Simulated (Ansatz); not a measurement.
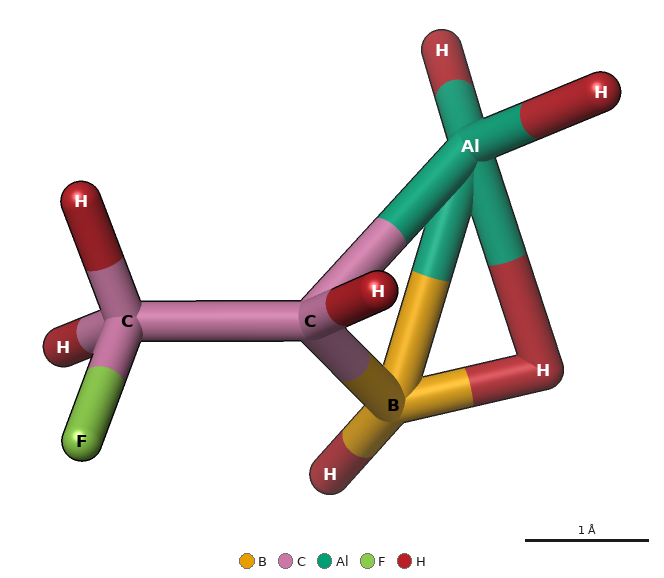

The picture shows the input geometry.

Ansatz 0.2.0 input:

```yaml
crystal:
  periodic: [false, false, false]
  atoms:
    - {symbol: B, position_ang: [-1.122104, 0.523305, -0.433389]}
    - {symbol: C, position_ang: [-0.077834, 0.061858, 0.514930]}
    - {symbol: Al, position_ang: [-0.219894, -1.427859, -0.996790]}
    - {symbol: C, position_ang: [1.072209, 0.926362, 0.965388]}
    - {symbol: F, position_ang: [0.790498, 1.493514, 2.205837]}
    - {symbol: H, position_ang: [-1.175267, 1.578404, -1.026784]}
    - {symbol: H, position_ang: [-1.887720, -0.380677, -0.905191]}
    - {symbol: H, position_ang: [-0.269010, -0.794792, 1.200219]}
    - {symbol: H, position_ang: [0.354642, -1.324254, -2.482964]}
    - {symbol: H, position_ang: [-0.659014, -2.796531, -0.311093]}
    - {symbol: H, position_ang: [2.016382, 0.342192, 1.071832]}
    - {symbol: H, position_ang: [1.253810, 1.743577, 0.231905]}
basis:
  gaussian: {orbitals: def2-TZVP}
hamiltonian: {xc: pbe0, dispersion: d4}
relax: {f_tol: 0.005, max_steps: 150}
```

It was started with:

```sh
ansatz run in.yaml --threads 4 --pin off --events-out ev --progress --plain --max-ram 10444MiB
```

Output (its end):

```
mean field -12170.26820630 eV, -447.2491072773 hartree, gradient 9.8e-6 eV, S^2 0.000000; 1 other end points of the search recorded, 0 dependent functions left out
the calculation of the forces begins
reference -12170.26824464 eV, -447.2491086865 hartree; 23, 23 occupied and 180, 180 virtual orbitals, 1272 factors
Total energy: -12170.45700428 eV, -447.2560454751 hartree
Atom 0 at    -1.113284     0.521064    -0.429470 Å, force     0.002380     0.004176     0.001992 eV/Å
Atom 1 at    -0.078350     0.057083     0.504687 Å, force     0.004018     0.000141     0.002358 eV/Å
Atom 2 at    -0.212583    -1.421828    -0.985886 Å, force    -0.000759    -0.004332    -0.000102 eV/Å
Atom 3 at     1.064235     0.914848     0.944789 Å, force    -0.000853    -0.000843    -0.001267 eV/Å
Atom 4 at     0.784122     1.483511     2.181192 Å, force    -0.000108     0.000382    -0.000433 eV/Å
Atom 5 at    -1.162023     1.564445    -1.001289 Å, force    -0.001461    -0.001257     0.000269 eV/Å
Atom 6 at    -1.870519    -0.366025    -0.893356 Å, force    -0.002022    -0.000937    -0.001737 eV/Å
Atom 7 at    -0.260903    -0.791750     1.177268 Å, force     0.000381     0.000577    -0.001729 eV/Å
Atom 8 at     0.358637    -1.320668    -2.457340 Å, force     0.000485     0.000069     0.000609 eV/Å
Atom 9 at    -0.663291    -2.774916    -0.310137 Å, force    -0.000426     0.001567    -0.001119 eV/Å
Atom 10 at     1.994478     0.349647     1.067147 Å, force    -0.001246     0.001209     0.000309 eV/Å
Atom 11 at     1.236178     1.729687     0.236295 Å, force    -0.000390    -0.000752     0.000850 eV/Å
Dipole moment:     0.071828    -0.203279    -0.229382 e Å
```
